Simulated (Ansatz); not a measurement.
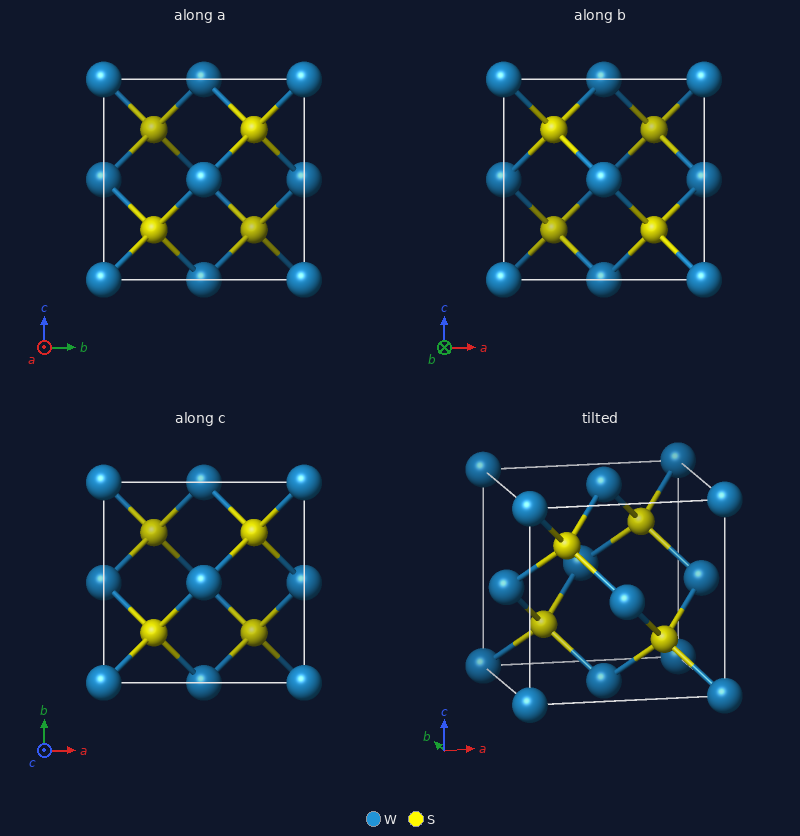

We look at a ball-and-stick model of the crystal along the a axis, along the b axis, along the c axis and slightly off an axis. The conventional unit cell is drawn as a box.

Lattice parameters: a = 6.110 Å, b = 6.110 Å, c = 6.110 Å, α = 90.00°, β = 90.00°, γ = 90.00°.

From the views, write a table of Wyckoff sites.

Space group F-43m (No. 216).
```csv
atom,site,x,y,z
W,4a,0.0000,0.0000,0.0000
S,4d,0.2500,0.2500,0.7500
```

The initial geometry was a structure type filled with these elements by a generator (whether the compound takes this form wasn't checked). Earlier steps of the study, as a rule a relaxation of our own, may have changed the cell and positions, so they can lie some per cent off the listed ones. It was set up as input for a calculation with Ansatz.
